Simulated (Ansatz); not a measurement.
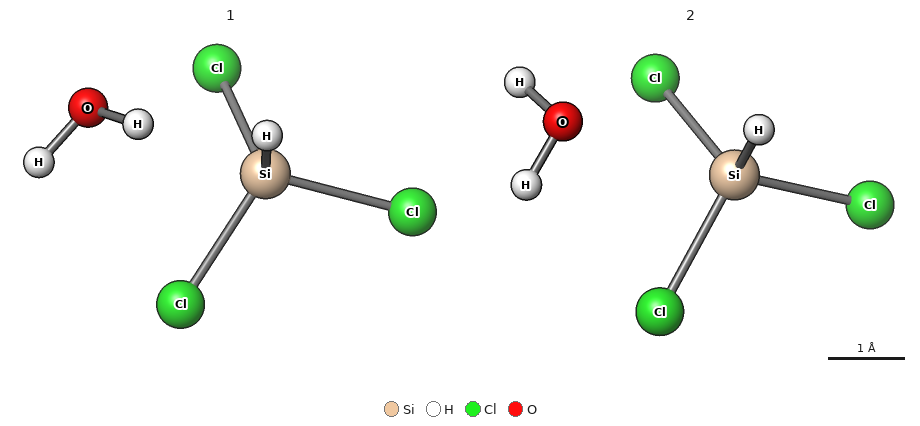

Two geometries of SiH3OCl3, drawn at one scale. One is the start of a relaxation, the other its converged end. Style: ball-and-stick. Shown from a free direction.

Method: RKS r2SCAN/6-31G* (Ansatz). Settings: no spin polarisation; force threshold 0.03 eV/Å; at most 50 steps.

### Which geometry has the lower energy?

Structure 2 is the relaxed one. The run prepares an end point of a later path (reaction) calculation, from a guessed geometry. The atom that moves furthest after the best rigid fit is an H atom (1.27 Å). By element the largest moves are H 1.27 Å, Cl 0.47 Å, O 0.39 Å, Si 0.16 Å. Some distances before and after: Cl–Si 2.036 → 2.056 Å, H–O 0.985 → 0.970 Å. Among the angles between lasting bonds that change: H–Si–Cl 110.3° → 113.0°. The energy falls by 4.26 kcal/mol in 19 accepted moves (22 points after the start). The largest force component goes from 0.81 to 0.025 eV/Å. The line search rejected the trial steps at points 4, 8, 11 of the run. The forces were under the threshold at step 16, but the run went on from there. Cost: 54 s on 4 threads of Arm Neoverse V1, with other jobs on the host, peak memory 0.18 GiB.
